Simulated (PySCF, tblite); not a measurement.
# C₇H₆O₂: dynamics, then NMR shifts on frames, part 2 of 2

tblite 0.8.0 and PySCF 2.14.0. Atoms count from 0. Earlier steps stand in the parts before.

## (5) NMR shieldings: 625 fs, PBE0/pcSseg-1

Job settings and geometry (Å):

```
{"job": {"kind": "nmr", "xc": "PBE0", "basis": "pcSseg-1", "pop": false}, "charge": 0, "multiplicity": 1}
O      2.589500    -0.117100     0.172200
C      1.481300     0.024700    -0.273000
O      1.215500    -0.354500    -1.521600
C      0.268000     0.456900     0.401400
C     -0.333600     0.416600     1.594200
C     -1.699200     0.796000     1.035700
C     -2.424800    -0.425800     0.490700
C     -1.778600    -0.422900    -0.645000
C     -0.972200     0.836000    -0.352400
H      2.095500    -0.697600    -1.864700
H     -0.014400     0.060400     2.531500
H     -2.286200     1.685700     1.361400
H     -3.200300    -1.027700     0.934800
H     -1.728400    -1.015700    -1.551300
H     -0.926900     1.634100    -1.002400
```

With the program's defaults for keys left out, this is: GIAO PBE0/pcSseg-1 NMR shielding, non-relativistic, gas phase.

Standard output:

```text
coarse grid: 13496 points
cycle   1  E = -419.9209952160  dE =  2.029e+00  |g| = 9.265e-01  |ddm| = 3.790e+00
cycle   2  E = -419.6137642805  dE =  3.072e-01  |g| = 1.589e+00  |ddm| = 2.093e+00
cycle   3  E = -420.0676264249  dE = -4.539e-01  |g| = 3.075e-01  |ddm| = 1.528e+00
cycle   4  E = -420.0848201061  dE = -1.719e-02  |g| = 8.089e-02  |ddm| = 2.781e-01
cycle   5  E = -420.0858119029  dE = -9.918e-04  |g| = 2.768e-02  |ddm| = 7.088e-02
cycle   6  E = -420.0859776292  dE = -1.657e-04  |g| = 9.844e-03  |ddm| = 3.446e-02
cycle   7  E = -420.0859984905  dE = -2.086e-05  |g| = 3.701e-03  |ddm| = 1.194e-02
cycle   8  E = -420.0860016242  dE = -3.134e-06  |g| = 7.295e-04  |ddm| = 3.685e-03
final grid: 133104 points
cycle   9  E = -420.1621693486  dE = -2.948e-05  |g| = 1.236e-02  |ddm| = 4.782e-02
cycle  10  E = -420.1621246421  dE =  4.471e-05  |g| = 1.979e-02  |ddm| = 2.720e-02
cycle  11  E = -420.1621986250  dE = -7.398e-05  |g| = 2.849e-03  |ddm| = 1.717e-02
cycle  12  E = -420.1622001331  dE = -1.508e-06  |g| = 3.994e-04  |ddm| = 2.170e-03
cycle  13  E = -420.1622001564  dE = -2.324e-08  |g| = 1.835e-04  |ddm| = 4.435e-04
cycle  14  E = -420.1622001635  dE = -7.104e-09  |g| = 5.667e-05  |ddm| = 2.155e-04
cycle  15  E = -420.1622001642  dE = -6.642e-10  |g| = 2.512e-05  |ddm| = 7.178e-05
converged SCF energy = -420.1622001642

GIAO shielding tensors (ppm)
atom      isotropic    diamagn.    paramagn.     s11        s22        s33       span
  0 O      -97.102     401.138    -498.240   -319.192   -237.738    265.626    584.818
  1 C       19.659     244.850    -225.191    -79.040     56.461     81.557    160.597
  2 O      105.131     392.329    -287.198    -28.667    113.034    231.026    259.694
  3 C       28.578     253.614    -225.036    -71.620     11.832    145.522    217.141
  4 C       21.922     246.918    -224.996    -81.688     -6.451    153.905    235.593
  5 C      134.367     260.458    -126.091    105.322    143.964    153.815     48.493
  6 C       40.745     253.841    -213.097    -71.659     35.386    158.508    230.167
  7 C       28.738     250.086    -221.348    -81.510     10.706    157.019    238.530
  8 C      134.558     246.315    -111.757    108.811    144.718    150.144     41.334
  9 H       24.621      28.877      -4.256     20.768     21.956     31.139     10.371
 10 H       24.532      32.140      -7.608     21.826     25.241     26.528      4.702
 11 H       26.861      30.846      -3.985     24.916     25.359     30.307      5.391
 12 H       24.901      31.186      -6.285     23.343     24.868     26.492      3.149
 13 H       24.286      30.154      -5.868     21.782     24.950     26.127      4.345
 14 H       28.982      32.095      -3.113     26.958     28.451     31.536      4.578
```

Wall time 19 s (1 thread of INTEL XEON PLATINUM 8581C at 2.30GHz, shared host); peak memory 0.9 GiB.

In short: δ C1 167.3, C4 165.0, C3 158.3, C7 158.2, H13 7.43, H10 7.19 ppm.

## (6) NMR shieldings: 800 fs, PBE0/pcSseg-1

Job settings and geometry (Å):

```
{"job": {"kind": "nmr", "xc": "PBE0", "basis": "pcSseg-1", "pop": false}, "charge": 0, "multiplicity": 1}
O      2.250400    -0.531300     1.064000
C      1.588700    -0.443900     0.047400
O      2.191100    -0.823000    -1.136700
C      0.256900     0.110300     0.060800
C     -0.258100     0.829600     1.054600
C     -1.522900     1.102500     0.353300
C     -2.586300    -0.081700     0.423900
C     -2.089200    -0.713600    -0.611600
C     -0.925900     0.208000    -0.862200
H      3.103400    -1.133600    -0.876900
H      0.157900     1.147000     2.049300
H     -1.985200     2.065100     0.309800
H     -3.412000    -0.217300     1.148900
H     -2.321600    -1.612400    -1.191300
H     -0.839800     0.648600    -1.845500
```

Level: GIAO PBE0/pcSseg-1 NMR shielding, non-relativistic, gas phase.

Standard output:

```text
coarse grid: 13496 points
cycle   1  E = -419.9165734136  dE =  1.832e+00  |g| = 9.400e-01  |ddm| = 3.785e+00
cycle   2  E = -419.5576833544  dE =  3.589e-01  |g| = 1.674e+00  |ddm| = 2.058e+00
cycle   3  E = -420.0660721319  dE = -5.084e-01  |g| = 3.220e-01  |ddm| = 1.530e+00
cycle   4  E = -420.0850352426  dE = -1.896e-02  |g| = 8.857e-02  |ddm| = 2.816e-01
cycle   5  E = -420.0862464386  dE = -1.211e-03  |g| = 2.723e-02  |ddm| = 7.336e-02
cycle   6  E = -420.0864102972  dE = -1.639e-04  |g| = 7.922e-03  |ddm| = 3.424e-02
cycle   7  E = -420.0864222615  dE = -1.196e-05  |g| = 3.657e-03  |ddm| = 1.022e-02
cycle   8  E = -420.0864253879  dE = -3.126e-06  |g| = 8.919e-04  |ddm| = 3.851e-03
final grid: 133104 points
cycle   9  E = -420.1622937043  dE = -2.251e-05  |g| = 1.280e-02  |ddm| = 4.271e-02
cycle  10  E = -420.1622380819  dE =  5.562e-05  |g| = 2.140e-02  |ddm| = 2.772e-02
cycle  11  E = -420.1623250136  dE = -8.693e-05  |g| = 2.984e-03  |ddm| = 1.789e-02
cycle  12  E = -420.1623267089  dE = -1.695e-06  |g| = 3.916e-04  |ddm| = 2.266e-03
cycle  13  E = -420.1623267318  dE = -2.291e-08  |g| = 1.710e-04  |ddm| = 3.912e-04
cycle  14  E = -420.1623267380  dE = -6.241e-09  |g| = 4.053e-05  |ddm| = 1.923e-04
cycle  15  E = -420.1623267383  dE = -2.779e-10  |g| = 2.264e-05  |ddm| = 5.910e-05
converged SCF energy = -420.1623267383

GIAO shielding tensors (ppm)
atom      isotropic    diamagn.    paramagn.     s11        s22        s33       span
  0 O     -124.740     402.438    -527.179   -351.984   -263.993    241.755    593.738
  1 C       12.901     244.089    -231.188    -85.987     50.396     74.293    160.280
  2 O       98.293     390.964    -292.671    -50.913    101.072    244.721    295.634
  3 C       43.541     251.741    -208.200    -60.854     44.915    146.561    207.415
  4 C       16.639     248.601    -231.962   -100.594     -2.514    153.024    253.617
  5 C      130.488     256.626    -126.138     99.634    140.274    151.556     51.922
  6 C       33.138     255.871    -222.734    -69.347     19.005    149.755    219.102
  7 C       40.809     252.036    -211.228    -65.461     29.960    157.927    223.388
  8 C      138.718     239.901    -101.183    112.334    149.126    154.693     42.360
  9 H       24.670      28.648      -3.978     20.596     22.441     30.975     10.379
 10 H       22.997      30.678      -7.680     21.824     22.518     24.649      2.825
 11 H       27.820      32.124      -4.304     25.827     26.814     30.819      4.992
 12 H       24.230      30.052      -5.822     22.787     24.389     25.514      2.727
 13 H       24.629      29.418      -4.789     23.521     24.987     25.378      1.858
 14 H       27.677      28.760      -1.083     25.272     26.677     31.083      5.811
```

Run time: 19 s. Hardware: 1 thread of INTEL XEON PLATINUM 8581C at 2.30GHz, shared host; peak memory 0.9 GiB.

This run: δ C1 174.0, C4 170.3, C6 153.8, C7 146.1, H10 8.72, H12 7.49 ppm.

## (7) Nuclear shieldings: 1000 fs, PBE0/pcSseg-1

Job settings and geometry (Å):

```
{"job": {"kind": "nmr", "xc": "PBE0", "basis": "pcSseg-1", "pop": false}, "charge": 0, "multiplicity": 1}
O      2.286900    -0.156500     1.354600
C      1.723300    -0.434400     0.320100
O      2.279600    -1.304600    -0.512200
C      0.479200     0.199800    -0.019400
C     -0.188500     1.192600     0.520100
C     -1.263500     1.211700    -0.483900
C     -2.327600     0.141600    -0.084100
C     -1.649700    -0.850600    -0.618900
C     -0.507700    -0.023000    -1.140100
H      3.077500    -1.635500    -0.106800
H     -0.157100     1.680500     1.482400
H     -1.455300     2.028300    -1.104500
H     -3.131000     0.438800     0.634400
H     -1.806700    -1.911900    -0.778600
H     -0.040800    -0.053700    -2.123500
```

Level: GIAO PBE0/pcSseg-1 NMR shielding, non-relativistic, gas phase.

Standard output:

```text
coarse grid: 13496 points
cycle   1  E = -419.9116422205  dE =  2.082e+00  |g| = 9.359e-01  |ddm| = 3.809e+00
cycle   2  E = -419.5711232992  dE =  3.405e-01  |g| = 1.638e+00  |ddm| = 2.224e+00
cycle   3  E = -420.0582428808  dE = -4.871e-01  |g| = 3.290e-01  |ddm| = 1.665e+00
cycle   4  E = -420.0781550857  dE = -1.991e-02  |g| = 7.658e-02  |ddm| = 2.910e-01
cycle   5  E = -420.0790329858  dE = -8.779e-04  |g| = 2.494e-02  |ddm| = 6.582e-02
cycle   6  E = -420.0791667176  dE = -1.337e-04  |g| = 8.112e-03  |ddm| = 3.191e-02
cycle   7  E = -420.0791797155  dE = -1.300e-05  |g| = 3.552e-03  |ddm| = 1.015e-02
cycle   8  E = -420.0791826539  dE = -2.938e-06  |g| = 8.301e-04  |ddm| = 3.811e-03
final grid: 133104 points
cycle   9  E = -420.1548251198  dE = -2.391e-05  |g| = 1.193e-02  |ddm| = 4.160e-02
cycle  10  E = -420.1547774410  dE =  4.768e-05  |g| = 1.983e-02  |ddm| = 2.804e-02
cycle  11  E = -420.1548525444  dE = -7.510e-05  |g| = 2.974e-03  |ddm| = 1.815e-02
cycle  12  E = -420.1548542254  dE = -1.681e-06  |g| = 3.111e-04  |ddm| = 2.316e-03
cycle  13  E = -420.1548542391  dE = -1.365e-08  |g| = 1.501e-04  |ddm| = 3.590e-04
cycle  14  E = -420.1548542437  dE = -4.604e-09  |g| = 4.697e-05  |ddm| = 1.844e-04
cycle  15  E = -420.1548542441  dE = -4.223e-10  |g| = 2.293e-05  |ddm| = 6.340e-05
converged SCF energy = -420.1548542441

GIAO shielding tensors (ppm)
atom      isotropic    diamagn.    paramagn.     s11        s22        s33       span
  0 O     -112.449     402.900    -515.349   -351.738   -251.362    265.753    617.491
  1 C       18.263     244.328    -226.064    -80.105     52.892     82.004    162.109
  2 O      135.073     390.973    -255.900     -5.123    155.843    254.498    259.622
  3 C       37.003     254.875    -217.872    -66.431     27.627    149.815    216.246
  4 C       18.105     248.180    -230.075    -93.864     -9.924    158.104    251.968
  5 C      134.113     260.502    -126.389    110.790    124.954    166.595     55.806
  6 C       31.617     255.787    -224.170    -68.755      7.517    156.089    224.845
  7 C       34.083     249.250    -215.166    -65.087     12.337    155.001    220.088
  8 C      135.238     245.356    -110.118    103.509    139.776    162.430     58.921
  9 H       25.812      30.463      -4.651     21.018     23.139     33.279     12.261
 10 H       23.952      31.925      -7.973     21.695     24.658     25.503      3.808
 11 H       28.554      33.223      -4.669     26.324     27.694     31.646      5.322
 12 H       23.741      29.226      -5.485     21.420     24.250     25.552      4.132
 13 H       24.717      29.830      -5.114     22.855     25.249     26.046      3.191
 14 H       27.261      30.534      -3.273     24.975     27.051     29.758      4.782
```

It took 19 s on 1 thread of INTEL XEON PLATINUM 8581C at 2.30GHz, shared host; peak memory 0.9 GiB.

This run: δ C4 168.8, C1 168.7, C6 155.3, C7 152.8, H12 7.98, H10 7.76 ppm.

## (8) Side by side: NMR shifts

Shifts (ppm) of some atoms, chosen among heavy atoms and hydrogens apart, with basis size and wall time:

| frame | C3 | C7 | C5 | H14 | H11 | O0 | O2 | functions | time |
| --- | --- | --- | --- | --- | --- | --- | --- | --- | --- |
| 250 fs | 159.1 | 148.0 | 44.3 | 4.76 | 3.45 | 433.4 | 204.2 | 183 | 20 s |
| 425 fs | 161.0 | 160.8 | 59.7 | 5.21 | 5.53 | 430.5 | 213.1 | 183 | 19 s |
| 625 fs | 158.3 | 158.2 | 52.6 | 2.74 | 4.86 | 433.2 | 230.9 | 183 | 19 s |
| 800 fs | 143.4 | 146.1 | 56.4 | 4.04 | 3.90 | 460.8 | 237.8 | 183 | 19 s |
| 1000 fs | 149.9 | 152.8 | 52.8 | 4.46 | 3.16 | 448.5 | 201.0 | 183 | 19 s |

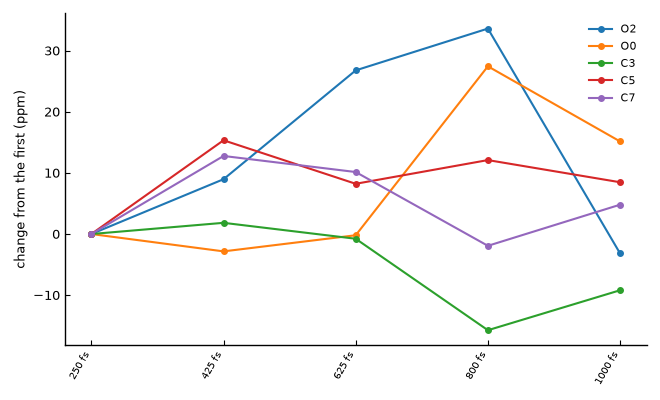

How five of the tabulated atoms move from run to run.

## (9) Outcome

The summary covers parts 1 to 2.

| quantity | value |
| --- | --- |
| thermostat | 300 K |
| mean temperature, second half | 302 K |
| mean potential energy above the minimum | 0.47 eV |
| ¹³C shifts against TMS (PBE0/pcSseg-1, 250 fs) | 167.0, 162.2, 159.1, 150.4, 148.0, 58.6, 44.3 ppm |
| ¹H shifts against TMS (PBE0/pcSseg-1, 250 fs) | 7.88, 7.08, 6.41, 5.47, 4.76, 3.45 ppm |
| ¹⁷O shifts against H2O (PBE0/pcSseg-1, 250 fs) | 433.4, 204.2 ppm |
| range of the shift of O2 | 201.0 to 237.8 ppm |

**Reading.** In the second half the potential energy averages 0.47 eV above the minimum; equipartition over 39 harmonic modes at 300 K would give 0.50 eV. With 15 atoms the temperature swings widely (138 to 438 K). Shifts at one fixed geometry are not the observed spectrum, which averages over the motion. In the first frame run (250 fs): The widest tensor belongs to O0: span 616 ppm, with a paramagnetic part of -499 ppm. Across the 5 runs the shift of O2 moves most, between 201.0 (1000 fs) and 237.8 ppm (800 fs).
